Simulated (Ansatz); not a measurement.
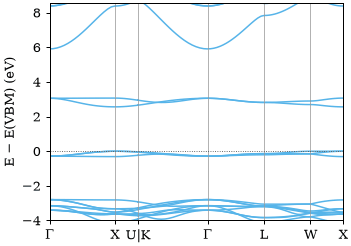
*Band structure from plane-wave PAW r²SCAN (Ansatz code)*

Task: Read off the gap and where the band edges lie.

Result: About 2.6 eV (2.56 eV by a search for the band edges); maximum at X, minimum at X.

The material is K$_{2}$LiRhF$_{6}$ in space group Fm-3m (No. 225; K on 8c, Li on 4b, Rh on 4a, F on 24e).

The first step of the workflow began from a Materials Project structure, measured or hypothetical; the Crystallography Open Database copy checked does not list it. Whether it is the stable phase at ambient conditions was not checked. The r²SCAN relaxation kept the symmetry of its start; its stability against distortions is not shown here. The run is not spin-polarised. Scalar-relativistic: spin–orbit coupling is off unless named, which matters more the heavier the elements.

Potentials: the later of the program's two PAW sets.
